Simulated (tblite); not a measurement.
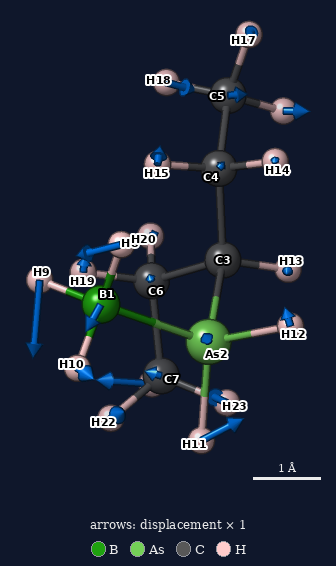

A relaxation of C$_{5}$H$_{16}$AsB. The starting structure is drawn; blue arrows show the displacements, at their true length. The two geometries are superimposed by the best rigid fit.

A ball-and-stick model, seen from a free direction.

All numbers below come from GFN2-xTB geometry optimisation, gas phase in tblite 0.8.0. 

Q: What happened in the run?

A: After 130 geometry steps the energy has fallen by 0.951 eV. An H atom moves most after the best rigid fit: 1.21 Å. By element the largest moves are H 1.21 Å, B 0.49 Å, C 0.32 Å, As 0.21 Å. Near-neighbour distances that change, for instance: As–H 1.565 → 1.491 Å, C–H 1.132 → 1.088 Å, C–C 1.500 → 1.530 Å, As–C 1.962 → 1.985 Å. Bond angles that change, for instance: H–As–H 112.0° → 92.5°, B–As–H 104.7° → 118.0°, C–As–H 112.0° → 101.0°. Groups turn about C–C by about 40°, As–B by about 25°. The run took 1.9 s on 1 thread of Arm Neoverse N1, on a shared host.
